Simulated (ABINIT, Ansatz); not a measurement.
# SnSe2 (P-3m1): G0W0 with ABINIT, start to end, part 2 of 3

Aim: the G0W0 gap of SnSe2 (P-3m1) on PBE, step by step.

ABINIT 10.8.3; PBE and many-body steps on it, plane waves. Known limits of the many-body steps: not at the basis limit; no spin-orbit coupling; coarse k mesh.

So far. Step 2 (Ground state): The gap is indirect, with the least direct gap 0.28 eV higher.

### Step 3. Bands along the symmetry lines

Level of this step: DFT, PBE, plane waves, norm-conserving pseudopotentials (ABINIT).

Levels along a band path, at the cheap level, show where the edges lie and whether the meshes to come will hold them.

File run.abi:

```
acell 3*1.0 Angstrom
rprim 
  3.810999999987 0.000000000003 0.000000000000
  -1.905499999996 3.300422813810 0.000000000000
  0.000000000000 0.000000000000 6.136000000000
ntypat 2
znucl 50 34
natom 3
typat 1 2 2
xred 
  0.000000000000 0.000000000000 0.000000000000
  0.333333333333 0.666666666667 0.249000000000
  0.666666666667 0.333333333333 0.751000000000
pp_dirpath "pseudos"
pseudos "Sn.upf, Se.upf"
ecut 48
iscf -2
irdden 1
kptopt 0
nkpt 39
kpt 
  0.00000000 0.00000000 0.00000000
  0.12500000 0.00000000 0.00000000
  0.25000000 0.00000000 0.00000000
  0.37500000 0.00000000 0.00000000
  0.50000000 0.00000000 0.00000000
  0.45833333 0.08333333 0.00000000
  0.41666666 0.16666666 0.00000000
  0.37500000 0.25000000 0.00000000
  0.33333333 0.33333333 0.00000000
  0.25000000 0.25000000 0.00000000
  0.16666666 0.16666666 0.00000000
  0.08333333 0.08333333 0.00000000
  0.00000000 0.00000000 0.00000000
  0.00000000 0.00000000 0.12500000
  0.00000000 0.00000000 0.25000000
  0.00000000 0.00000000 0.37500000
  0.00000000 0.00000000 0.50000000
  0.12500000 0.00000000 0.50000000
  0.25000000 0.00000000 0.50000000
  0.37500000 0.00000000 0.50000000
  0.50000000 0.00000000 0.50000000
  0.45833333 0.08333333 0.50000000
  0.41666666 0.16666666 0.50000000
  0.37500000 0.25000000 0.50000000
  0.33333333 0.33333333 0.50000000
  0.25000000 0.25000000 0.50000000
  0.16666666 0.16666666 0.50000000
  0.08333333 0.08333333 0.50000000
  0.00000000 0.00000000 0.50000000
  0.50000000 0.00000000 0.50000000
  0.50000000 0.00000000 0.37500000
  0.50000000 0.00000000 0.25000000
  0.50000000 0.00000000 0.12500000
  0.50000000 -0.00000000 0.00000000
  0.33333333 0.33333333 0.50000000
  0.33333333 0.33333333 0.37500000
  0.33333333 0.33333333 0.25000000
  0.33333333 0.33333333 0.12500000
  0.33333333 0.33333333 0.00000000
istwfk *1
nband 42
nbdbuf 2
tolwfr 1e-08
nstep 40
prtwf 0
prtvol 0
indata_prefix "in"
outdata_prefix "out"
tmpdata_prefix "tmp"
```

Started as:

```bash
$ OMP_NUM_THREADS=1 mpirun -n 8 abinit run.abi > log
```

Numbers of over 12 decimals in the logs are rounded to 6 here.

The log of the run:

```text
.Version 10.8.3 of ABINIT. v10.8.2 released Aug 2026.

 Symmetries : space group P-3 m 1 (#164); Bravais hP (primitive hexag.)
[... echo of the input left out ...]
== DATASET  1 ==================================================================
-   mpi_nproc: 8, omp_nthreads: 1 (-1 if OMP is not activated)

--- !DatasetInfo
iteration_state: {dtset: 1, }
dimensions: {natom: 3, nkpt: 39, mband: 42, nsppol: 1, nspinor: 1, nspden: 1, mpw: 8310, }
cutoff_energies: {ecut:  48.0, pawecutdg:  -1.0, }
electrons: {nelect:   7.00000000E+01, charge:   0.00000000E+00, occopt:   1.00000000E+00, tsmear:   1.00000000E-02, }

 Real(R)+Recip(G) space primitive vectors, cartesian coordinates (Bohr,Bohr^-1):
 R(1)=  7.2017463  0.0000000  0.0000000  G(1)=  0.1388552  0.0801681  0.0000000
 R(2)= -3.6008731  6.2368952  0.0000000  G(2)=  0.0000000  0.1603362  0.0000000
 R(3)=  0.0000000  0.0000000 11.5953595  G(3)=  0.0000000  0.0000000  0.0862414
 Unit cell volume ucvol=  5.2082339E+02 bohr^3
 Angles (23,13,12)=  9.00000000E+01  9.00000000E+01  1.20000000E+02 degrees

 getcut: wavevector=  0.0000  0.0000  0.0000  ngfft=  48  48  75
         ecut(hartree)=     48.000   => boxcut(ratio)=   2.04626

--- Pseudopotential description ------------------------------------------------
- Sn Generated using ONCVPSP code by D. R. Hamann
- 50.00000  22.00000  171031                  znucl, zion, pspdat
12 -101130 2 -1 1628                          pspcod,pspxc,lmax,lloc,mmax
     nproj     2     2     2
  pspatm : epsatm=   27.31087254
         --- l  ekb(1:nproj) -->
             0    9.701792   -0.671203
             1    4.046855   -0.266328
             2   -2.346641   -0.600143
 pspatm: atomic psp has been read  and splines computed

- Se Generated using ONCVPSP code by D. R. Hamann
- 34.00000  24.00000  171031                  znucl, zion, pspdat
12 -101130 2 -1 1214                          pspcod,pspxc,lmax,lloc,mmax
     nproj     2     2     2
  pspatm : epsatm=   25.39064422
         --- l  ekb(1:nproj) -->
[...]
pspatm: atomic psp has been read  and splines computed

--------------------------------------------------------------------------------

================================================================================
 prteigrs : about to open file out_EIG
 Non-SCF case, kpt    1 (  0.00000  0.00000  0.00000), residuals and eigenvalues=
  8.42E-09  7.52E-09  4.48E-09  4.46E-09  7.81E-09  7.15E-09  1.95E-09  1.25E-09
  8.45E-09  1.50E-09  5.36E-09  1.55E-09  4.79E-09  3.70E-09  2.81E-09  4.57E-09
  1.19E-09  2.05E-09  8.40E-09  1.96E-09  2.15E-09  3.70E-09  1.58E-09  3.04E-09
[...]
6.59E-09  4.23E-06
 -7.4056E+00 -7.4056E+00 -5.1819E+00 -5.1819E+00 -5.1819E+00 -5.1819E+00
 -5.1802E+00 -5.1802E+00 -4.5436E+00 -2.9186E+00 -2.9186E+00 -2.9185E+00
 -1.5138E+00 -1.5138E+00 -1.5138E+00 -1.5138E+00 -1.5122E+00 -1.5122E+00
[...]
Non-SCF case, kpt    3 (  0.25000  0.00000  0.00000), residuals and eigenvalues=
[...]
1.15E-07  1.11E-05
[...]
Non-SCF case, kpt   38 (  0.33333  0.33333  0.12500), residuals and eigenvalues=
[...]
Non-SCF case, kpt   39 (  0.33333  0.33333  0.00000), residuals and eigenvalues=
[...]
7.1113E-02  7.1113E-02  8.4342E-02  1.5133E-01  1.5133E-01  2.5982E-01
  4.5238E-01  4.5238E-01  4.7301E-01  4.8056E-01  5.1716E-01  5.1716E-01

--- !ResultsGS
iteration_state: {dtset: 1, }
comment   : Summary of ground state results
lattice_vectors:
- [  7.2017463,   0.0000000,   0.0000000, ]
- [ -3.6008731,   6.2368952,   0.0000000, ]
- [  0.0000000,   0.0000000,  11.5953595, ]
lattice_lengths: [   7.20175,    7.20175,   11.59536, ]
lattice_angles: [ 90.000,  90.000, 120.000, ] # degrees, (23, 13, 12)
lattice_volume:   5.2082339E+02
convergence: {deltae:  0.000E+00, res2:  0.000E+00, residm:  9.974E-09, diffor:  0.000E+00, }
etotal    :  -8.98128066E+02
entropy   :   0.00000000E+00
fermie    :   2.07145495E-01
cartesian_stress_tensor: null
pressure_GPa: null
xred      :
- [  0.0000E+00,   0.0000E+00,   0.0000E+00, Sn]
- [  3.3333E-01,   6.6667E-01,   2.4900E-01, Se]
- [  6.6667E-01,   3.3333E-01,   7.5100E-01, Se]
cartesian_forces: null
force_length_stats: {min: null, max: null, mean: null, }

 Integrated electronic density in atomic spheres:
 ------------------------------------------------
 Atom  Sphere_radius  Integrated_density
[...]
================================================================================

 ----iterations are completed or convergence reached----

 Mean square residual over all n,k,spin=   44.164E-10; max=  99.737E-10
 reduced coordinates (array xred) for    3 atoms
[...]
0.333333333333      0.666666666667      0.249000000000
       0.666666666667      0.333333333333      0.751000000000

 cartesian coordinates (angstrom) at end:
    1      0.000000     0.000000     0.000000
    2     -1.67e-12     2.200282     1.527864
    3      1.905500     1.100141     4.608136
 length scales=  1.889726125908  1.889726125908  1.889726125908 bohr
              =  1.000000000000  1.000000000000  1.000000000000 angstroms
 prteigrs : about to open file out_EIG
 Eigenvalues (hartree) for nkpt=  39  k points:
 kpt#   1, nband= 42, wtk=  1.00000, kpt=  0.0000  0.0000  0.0000 (reduced coord)
[...]
kpt#   2, nband= 42, wtk=  1.00000, kpt=  0.1250  0.0000  0.0000 (reduced coord)
[...]
kpt#   3, nband= 42, wtk=  1.00000, kpt=  0.2500  0.0000  0.0000 (reduced coord)
[...]
kpt#  38, nband= 42, wtk=  1.00000, kpt=  0.3333  0.3333  0.1250 (reduced coord)
[...]
0.52289    0.52290
 kpt#  39, nband= 42, wtk=  1.00000, kpt=  0.3333  0.3333  0.0000 (reduced coord)
[...]
-0.57313   -0.57313   -0.57257   -0.22895   -0.22895   -0.06791    0.07111    0.07111
   0.08434    0.15133    0.15133    0.25982    0.45238    0.45238    0.47301    0.48056
   0.51716    0.51716

== END DATASET(S) ==============================================================
================================================================================

 -outvars: echo values of variables after computation  --------
            nband          42
             nkpt          39
          spgroup         164
 [... the other variables as echoed above ...]

 Calculation completed.
```

Wall time 38 s (8 MPI ranks of Arm Neoverse V1, shared host); peak memory 0.79 GiB.

This step gave:

* gap: 0.7459 eV
* k of the valence top: 0.0833, 0.0833, 0
* k of the conduction bottom: 0.5, 0, 0.375
* least direct gap: 1.100 eV

The gap is 0.746 eV, −0.073 eV from the run before at this level.

Electronic bands along the path, in eV, zero at the top of the highest filled band:

| point | band 32 | band 33 | band 34 | band 35 | band 36 | band 37 | band 38 | band 39 |
| --- | --- | --- | --- | --- | --- | --- | --- | --- |
| Γ | -0.73 | -0.43 | -0.43 | -0.05 | 1.05 | 2.92 | 4.61 | 4.61 |
| M | -2.95 | -2.72 | -1.24 | -0.35 | 1.12 | 3.77 | 5.41 | 5.45 |
| K | -3.75 | -3.39 | -1.56 | -1.56 | 1.39 | 6.63 | 6.63 | 7.19 |
| Γ | -0.73 | -0.43 | -0.43 | -0.05 | 1.05 | 2.92 | 4.61 | 4.61 |
| A | -0.82 | -0.82 | -0.28 | -0.28 | 2.41 | 2.89 | 4.34 | 4.34 |
| L | -2.55 | -2.03 | -0.88 | -0.74 | 0.83 | 4.24 | 4.82 | 5.80 |
| H | -4.25 | -3.76 | -0.41 | -0.41 | 2.51 | 4.71 | 4.71 | 6.21 |
| A | -0.82 | -0.82 | -0.28 | -0.28 | 2.41 | 2.89 | 4.34 | 4.34 |
| jump to L | -2.55 | -2.03 | -0.88 | -0.74 | 0.83 | 4.24 | 4.82 | 5.80 |
| M | -2.95 | -2.72 | -1.24 | -0.35 | 1.12 | 3.77 | 5.41 | 5.45 |
| jump to H | -4.25 | -3.76 | -0.41 | -0.41 | 2.51 | 4.71 | 4.71 | 6.21 |
| K | -3.75 | -3.39 | -1.56 | -1.56 | 1.39 | 6.63 | 6.63 | 7.19 |

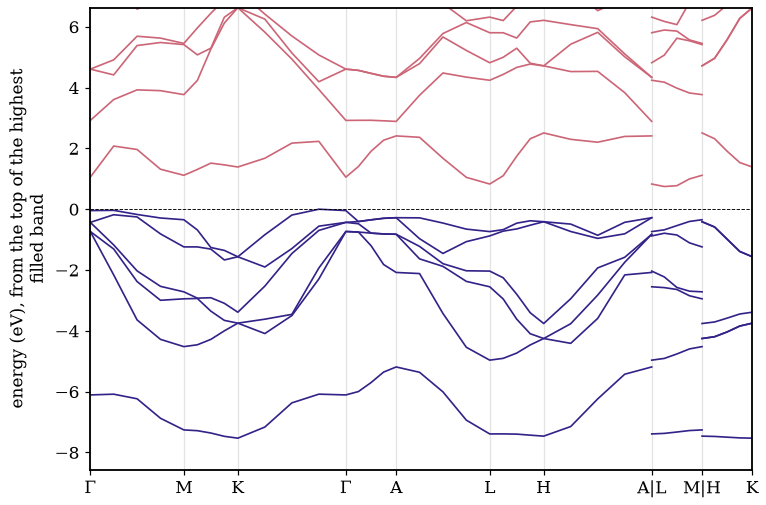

Electronic bands along the path; lines of filled and empty bands in two colours.

### Step 4. Empty states on the mesh, 3×3×2 mesh, 582 bands

The sums over transitions need many empty states on a uniform mesh; this step solves for them.

File run.abi:

```
acell 3*1.0 Angstrom
rprim 
  3.810999999987 0.000000000003 0.000000000000
  -1.905499999996 3.300422813810 0.000000000000
  0.000000000000 0.000000000000 6.136000000000
ntypat 2
znucl 50 34
natom 3
typat 1 2 2
xred 
  0.000000000000 0.000000000000 0.000000000000
  0.333333333333 0.666666666667 0.249000000000
  0.666666666667 0.333333333333 0.751000000000
pp_dirpath "pseudos"
pseudos "Sn.upf, Se.upf"
ecut 48
ngkpt 3 3 2
nshiftk 1
shiftk 0 0 0
kptopt 1
chksymbreak 0
iscf -2
irdden 1
istwfk *1
nband 582
nbdbuf 52
tolwfr 1e-09
nstep 60
prtvol 0
indata_prefix "in"
outdata_prefix "out"
tmpdata_prefix "tmp"
```

Started as:

```bash
$ OMP_NUM_THREADS=1 mpirun -n 6 abinit run.abi > log
```

The log of the run:

```text
.Version 10.8.3 of ABINIT. v10.8.2 released Aug 2026.

 Symmetries : space group P-3 m 1 (#164); Bravais hP (primitive hexag.)
[... echo of the input left out ...]
== DATASET  1 ==================================================================
-   mpi_nproc: 6, omp_nthreads: 1 (-1 if OMP is not activated)

--- !DatasetInfo
iteration_state: {dtset: 1, }
dimensions: {natom: 3, nkpt: 6, mband: 582, nsppol: 1, nspinor: 1, nspden: 1, mpw: 8305, }
cutoff_energies: {ecut:  48.0, pawecutdg:  -1.0, }
electrons: {nelect:   7.00000000E+01, charge:   0.00000000E+00, occopt:   1.00000000E+00, tsmear:   1.00000000E-02, }

 Real(R)+Recip(G) space primitive vectors, cartesian coordinates (Bohr,Bohr^-1):
 R(1)=  7.2017463  0.0000000  0.0000000  G(1)=  0.1388552  0.0801681  0.0000000
 R(2)= -3.6008731  6.2368952  0.0000000  G(2)=  0.0000000  0.1603362  0.0000000
 R(3)=  0.0000000  0.0000000 11.5953595  G(3)=  0.0000000  0.0000000  0.0862414
 Unit cell volume ucvol=  5.2082339E+02 bohr^3
 Angles (23,13,12)=  9.00000000E+01  9.00000000E+01  1.20000000E+02 degrees

 getcut: wavevector=  0.0000  0.0000  0.0000  ngfft=  48  48  75
         ecut(hartree)=     48.000   => boxcut(ratio)=   2.04626

--- Pseudopotential description ------------------------------------------------
- Sn Generated using ONCVPSP code by D. R. Hamann
- 50.00000  22.00000  171031                  znucl, zion, pspdat
12 -101130 2 -1 1628                          pspcod,pspxc,lmax,lloc,mmax
     nproj     2     2     2
  pspatm : epsatm=   27.31087254
         --- l  ekb(1:nproj) -->
             0    9.701792   -0.671203
             1    4.046855   -0.266328
             2   -2.346641   -0.600143
 pspatm: atomic psp has been read  and splines computed

- Se Generated using ONCVPSP code by D. R. Hamann
- 34.00000  24.00000  171031                  znucl, zion, pspdat
12 -101130 2 -1 1214                          pspcod,pspxc,lmax,lloc,mmax
     nproj     2     2     2
  pspatm : epsatm=   25.39064422
         --- l  ekb(1:nproj) -->
[...]
pspatm: atomic psp has been read  and splines computed

--------------------------------------------------------------------------------

================================================================================
 prteigrs : about to open file out_EIG
 Non-SCF case, kpt    1 (  0.00000  0.00000  0.00000), residuals and eigenvalues=
  6.57E-10  8.43E-10  2.44E-10  1.59E-10  2.06E-10  2.42E-10  2.62E-10  2.16E-10
  6.38E-10  1.11E-10  9.96E-11  8.67E-11  2.82E-10  2.68E-10  7.02E-11  5.58E-10
  6.00E-10  3.88E-10  4.58E-10  1.94E-10  3.27E-10  5.17E-10  6.65E-11  5.51E-11
[...]
3.50E-04  2.00E-03  1.69E-03  5.52E-04  3.90E-04  4.20E-03
 -7.4056E+00 -7.4056E+00 -5.1819E+00 -5.1819E+00 -5.1819E+00 -5.1819E+00
 -5.1802E+00 -5.1802E+00 -4.5436E+00 -2.9186E+00 -2.9186E+00 -2.9185E+00
[...]
7.5627E+00  7.5648E+00  7.5844E+00  7.6174E+00  7.6189E+00  7.6347E+00
 prteigrs : prtvol=0 or 1, do not print more k-points.

--- !ResultsGS
iteration_state: {dtset: 1, }
comment   : Summary of ground state results
lattice_vectors:
- [  7.2017463,   0.0000000,   0.0000000, ]
- [ -3.6008731,   6.2368952,   0.0000000, ]
- [  0.0000000,   0.0000000,  11.5953595, ]
lattice_lengths: [   7.20175,    7.20175,   11.59536, ]
lattice_angles: [ 90.000,  90.000, 120.000, ] # degrees, (23, 13, 12)
lattice_volume:   5.2082339E+02
convergence: {deltae:  0.000E+00, res2:  0.000E+00, residm:  9.997E-10, diffor:  0.000E+00, }
etotal    :  -8.98128066E+02
entropy   :   0.00000000E+00
fermie    :   2.07145495E-01
cartesian_stress_tensor: null
pressure_GPa: null
xred      :
- [  0.0000E+00,   0.0000E+00,   0.0000E+00, Sn]
- [  3.3333E-01,   6.6667E-01,   2.4900E-01, Se]
- [  6.6667E-01,   3.3333E-01,   7.5100E-01, Se]
cartesian_forces: null
force_length_stats: {min: null, max: null, mean: null, }

 Integrated electronic density in atomic spheres:
 ------------------------------------------------
 Atom  Sphere_radius  Integrated_density
[...]
================================================================================

 ----iterations are completed or convergence reached----

 Mean square residual over all n,k,spin=   32.313E-11; max=  99.968E-11
 reduced coordinates (array xred) for    3 atoms
[...]
0.333333333333      0.666666666667      0.249000000000
       0.666666666667      0.333333333333      0.751000000000

 cartesian coordinates (angstrom) at end:
    1      0.000000     0.000000     0.000000
    2     -1.67e-12     2.200282     1.527864
    3      1.905500     1.100141     4.608136
 length scales=  1.889726125908  1.889726125908  1.889726125908 bohr
              =  1.000000000000  1.000000000000  1.000000000000 angstroms
 prteigrs : about to open file out_EIG
 Eigenvalues (hartree) for nkpt=   6  k points:
 kpt#   1, nband=582, wtk=  0.05556, kpt=  0.0000  0.0000  0.0000 (reduced coord)
[...]
7.39836    7.39837    7.42082    7.42083    7.44429    7.44429    7.47015    7.49919
   7.51970    7.52100    7.52111    7.53902    7.53989    7.55459    7.55527    7.55979
   7.56268    7.56476    7.58445    7.61740    7.61889    7.63468
 prteigrs : prtvol=0 or 1, do not print more k-points.

== END DATASET(S) ==============================================================
================================================================================

 -outvars: echo values of variables after computation  --------
            nband         582
             nkpt           6
          spgroup         164
 [... the other variables as echoed above ...]

 Calculation completed.
```

Wall time 7.7 min (6 MPI ranks); peak memory 1.1 GiB.

This step gave:

| Property | Result |
| --- | --- |
| gap | 1.100 eV |
| k of the valence top | 0, 0, 0 |
| k of the conduction bottom | 0, 0, 0 |
| least direct gap | 1.100 eV |
| k points computed | 6 |
| lowest point of the top converged band, above the valence top | 186.9134 eV |

On this mesh the gap is 1.100 eV. The earlier step found 0.819 eV, so this mesh misses an edge.

### Step 5. Screening, 3×3×2 mesh, 530 bands, screening to 272.1 eV

The RPA dielectric matrix is built and inverted for each q.

This step: RPA screening on PBE, plane waves, norm-conserving pseudopotentials.

run.abi, as its differences from that of step 4:

```diff
@@ -21,10 +21,11 @@
 chksymbreak 0
-iscf -2
-irdden 1
 istwfk *1
-nband 582
-nbdbuf 52
-tolwfr 1e-09
-nstep 60
-prtvol 0
+occopt 1
+irdwfk 1
+optdriver 3
+nband 530
+ecuteps 10
+inclvkb 2
+awtr 1
+symchi 1
 indata_prefix "in"
```

Started as:

```bash
$ OMP_NUM_THREADS=1 mpirun -n 8 abinit run.abi > log
```

The log of the run:

```text
.Version 10.8.3 of ABINIT. v10.8.2 released Aug 2026.

 Symmetries : space group P-3 m 1 (#164); Bravais hP (primitive hexag.)
[... echo of the input left out ...]
== DATASET  1 ==================================================================
-   mpi_nproc: 8, omp_nthreads: 1 (-1 if OMP is not activated)

--- !DatasetInfo
iteration_state: {dtset: 1, }
dimensions: {natom: 3, nkpt: 6, mband: 530, nsppol: 1, nspinor: 1, nspden: 1, mpw: 8305, }
cutoff_energies: {ecut:  48.0, pawecutdg:  -1.0, }
electrons: {nelect:   7.00000000E+01, charge:   0.00000000E+00, occopt:   1.00000000E+00, tsmear:   1.00000000E-02, }

 SCREENING: Calculation of the susceptibility and dielectric matrices

 Based on a program developped by R.W. Godby, V. Olevano, G. Onida, and L. Reining.
 Incorporated in ABINIT by V. Olevano, G.-M. Rignanese, and M. Torrent.
.Using double precision arithmetic ; gwpc =  8

[... cell and pseudopotentials left out ...]
--------------------------------------------------------------------------------

 ==== K-mesh for the wavefunctions ====
 Number of points in the irreducible wedge :     6
[... list of points left out ...]
 Together with 12 symmetry operations and time-reversal symmetry
 yields    18 points in the full Brillouin Zone.

 ==== Q-mesh for the screening function ====
 Number of points in the irreducible wedge :     6
[... list of points left out ...]
 Together with 12 symmetry operations and time-reversal symmetry
 yields    18 points in the full Brillouin Zone.

 setmesh: FFT mesh size selected  =    30x   30x   54
          total number of points  =        48600

 vcoul_init : cutoff-mode = AUXILIARY_FUNCTION
 q-points for optical limit:   1
     1)      0.000010    0.000020    0.000030

- screening: taking advantage of time-reversal symmetry
- Maximum band index for partially occupied states nbvw = 35
- Remaining bands to be divided among processors   nbcw = 495
- Number of bands treated by each node ~61

 Number of electrons calculated from density =   70.0000; Expected =   70.0000
 average of density, n =  0.134403
 r_s =    1.2111
 omega_plasma =   35.3638 [eV]

 calculating chi0 at frequencies [eV] :
  1    0.000000E+00    0.000000E+00
  2    0.000000E+00    3.536384E+01

--------------------------------------------------------------------------------
  q-point number  1        q = ( 0.000000, 0.000000, 0.000000) [r.l.u.]
--------------------------------------------------------------------------------
[... chi0 elements left out ...]
 For q-point:  0.000010 0.000020 0.000030
  dielectric constant =  19.5795
  dielectric constant without local fields =  22.2943

  Average fulfillment of the sum rule on Im[epsilon] for q-point    1 :     74.74  [%]
[... wings left out ...]
  q-point number  2        q = ( 0.333333, 0.000000, 0.000000) [r.l.u.]
--------------------------------------------------------------------------------
[... chi0 elements left out ...]
  Average fulfillment of the sum rule on Im[epsilon] for q-point    2 :     77.39  [%]

 [... 4 further q-points ...]
```

Wall time 6.9 min (8 MPI ranks); peak memory 5.1 GiB.

This step gave:

```yaml
eps_infinity_with_local_fields_on_this_mesh_along_the_program_s_q_direction: 19.58
the_same_without_local_fields: 22.29
plasma_frequency: 35.36 eV
plane_waves_in_the_screening_matrix: 785
```

Local fields lower ε∞ by 12 %. On a Γ-centred mesh this coarse the value itself is usually too large, while a short band sum pulls it down.

[end of part 2 of 3]

[Paths, hosts, dates, memory and timing lines, banners, echoed tables and standing remarks are left out of the program output.]

[Logs are printed without paths, hosts, clocks, repeated set-up lines and the standing remarks that a program may print on its own settings, such as how far it seeks lower states.]

[Runs of the session that timed out or met a known fault of the program may be left out.]

[Hosts, paths, dates, database ids (printed as entryN), source tags and the programs' standing remarks are cut or masked in the printed files.]

[G0W0 gaps are taken among the corrected bands and points alone; a level outside them can change the order at an edge.]

[Where Ansatz stands beside ABINIT at settings called matched, ABINIT's density can come from a denser mesh and the files from another edition; pairs whose starting gaps differed by over 0.03 eV were left out, so agreement reads better than it is.]
